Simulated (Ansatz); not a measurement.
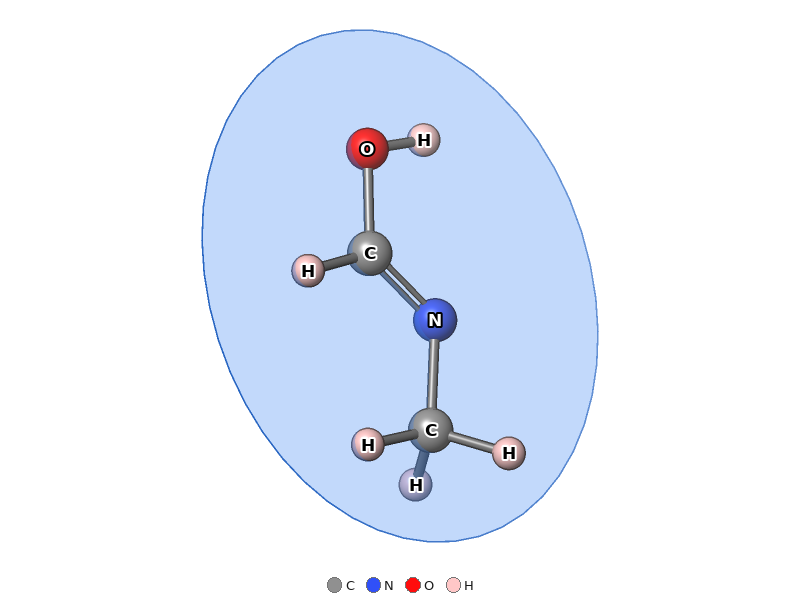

All proper rotation axes (lines) and mirror planes (discs) of the structure are drawn in. Atoms fade into the background with distance from the viewer. The geometry was computed by an optimisation with PBE0-D4/def2-TZVP.

**Name the symmetry elements and the point group.**

It has 1 mirror plane. Point group Cs. The group has 2 operations. The geometry is achiral, and symmetry allows a dipole moment.
